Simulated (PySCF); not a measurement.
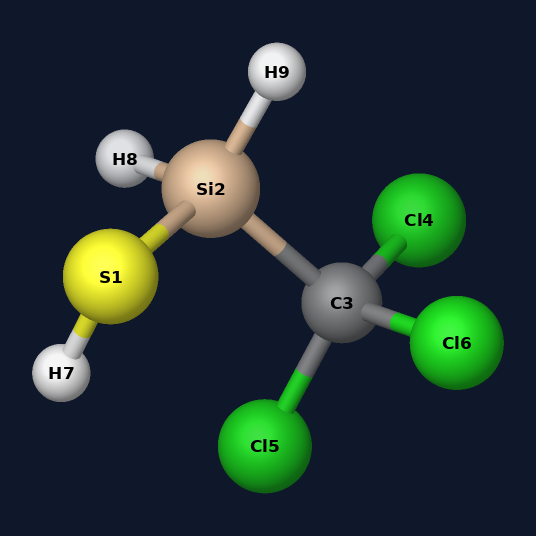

The geometry was computed by an optimisation with PBE0-D3(BJ)/def2-SVP. No frequency run is at hand to confirm it as a minimum. Electric field gradients from the ground-state density, PBE0/IGLO-III (PySCF 2.14.0), non-relativistic apart from any core potentials.

Give the largest field-gradient component, the quadrupole coupling constant and the asymmetry for 33S at S1 (Q = −67.81 mb), 35Cl at Cl4 (Q = −81.7 mb), 35Cl at Cl5 (Q = −81.7 mb), 35Cl at Cl6 (Q = −81.7 mb), 2H at H7 (Q = 2.86 mb), 2H at H8 (Q = 2.86 mb), 2H at H9 (Q = 2.86 mb).

```json
{"atom": "S1", "V_zz (a.u.)": "−2.054", "e²qQ/h (MHz)": "32.7", "η": "0.71"}
{"atom": "Cl4", "V_zz (a.u.)": "4.061", "e²qQ/h (MHz)": "−78.0", "η": "0.03"}
{"atom": "Cl5", "V_zz (a.u.)": "4.051", "e²qQ/h (MHz)": "−77.8", "η": "0.03"}
{"atom": "Cl6", "V_zz (a.u.)": "4.140", "e²qQ/h (MHz)": "−79.5", "η": "0.01"}
{"atom": "H7", "V_zz (a.u.)": "0.230", "e²qQ/h (MHz)": "0.155", "η": "0.13"}
{"atom": "H8", "V_zz (a.u.)": "0.146", "e²qQ/h (MHz)": "0.098", "η": "0.01"}
{"atom": "H9", "V_zz (a.u.)": "0.148", "e²qQ/h (MHz)": "0.099", "η": "0.01"}
```
